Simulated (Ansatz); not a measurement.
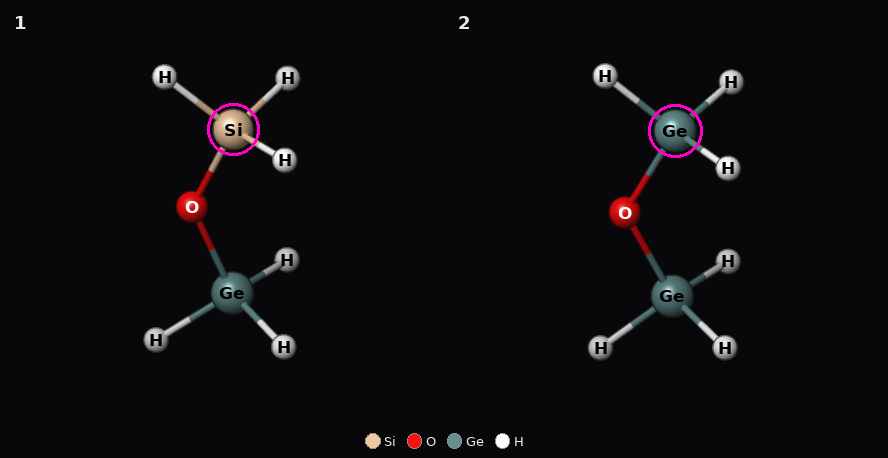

2 molecules with one skeleton, seen from the same side and at one scale; the atom that differs is circled. Each species is neutral and a spin singlet. Computed geometries: PBE0-D4/def2-TZVP optimisations, one conformation each. Properties computed with Ansatz 0.2.0.

One atom differs, called X below: Si in panel 1, Ge in panel 2. Their formulas are GeH6OSi (`[SiH3][O][GeH3]`), Ge2H6O (`[GeH3][O][GeH3]`).

**In which is the mean length of X–H larger (PBE0-D4/def2-TZVP)?**

In panel 2 (X = Ge).

**In which is the HOMO–LUMO gap larger (revPBE-D4/def2-TZVPP)?**

In panel 1 (X = Si).

Give the values. With PBE0-D4/def2-TZVP: mean length of X–H (Å), length of X–O (Å), mean angle O–X–H (°). With revPBE-D4/def2-TZVPP: HOMO energy (Kohn–Sham orbital) (eV), HOMO–LUMO gap (eV). With r2SCAN-D4/def2-TZVPP: dipole moment (D).

| quantity | 1 (Si) | 2 (Ge) | 2 − 1 |
| --- | --- | --- | --- |
| mean length of X–H (Å) | 1.488 | 1.539 | +0.051 |
| length of X–O (Å) | 1.633 | 1.773 | +0.140 |
| mean angle O–X–H (°) | 110.1 | 108.1 | −2.0 |
| HOMO energy (Kohn–Sham orbital) (eV) | −6.99 | −6.67 | +0.32 |
| HOMO–LUMO gap (eV) | 5.99 | 5.69 | −0.30 |
| dipole moment (D) | 1.25 | 0.81 | −0.44 |
